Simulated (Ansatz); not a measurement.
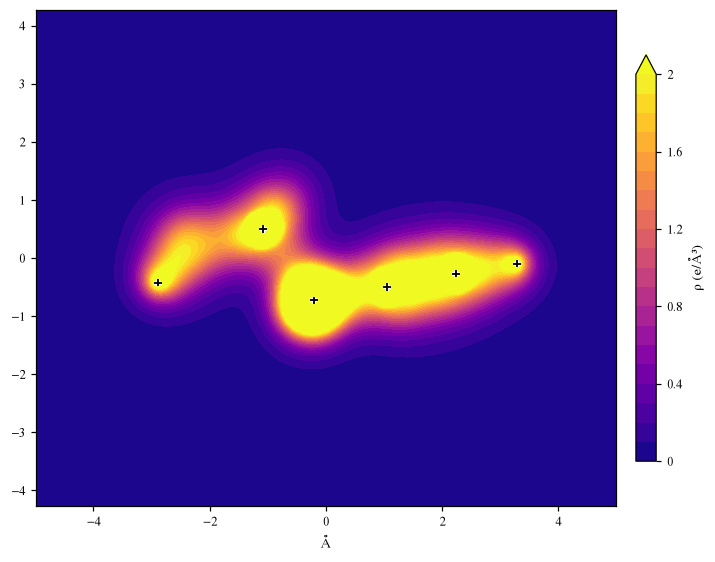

The total electron density on a plane through atoms (crosses mark nuclei in the plane).

Level of theory: Ansatz, RKS PBE0-D4/def2-TZVPP.

Candidates:
A. C3H7NOSi (SMILES C#COC(N)[SiH3])
B. BClH7NSi2 (SMILES [SiH3]N([SiH3])BCl)
C. C2H7AlSSi (SMILES [SiH3]C[CH]1[AlH][S]1)

Which system is this?

Candidate A: C3H7NOSi on the plane of atoms C2, O3 and C4, which holds C, O and H. C–C (1.20 Å): the density is about 2.7 e/Å³ at the midpoint. C–O (1.29 Å): ρ at the midpoint is about 2.7 e/Å³.
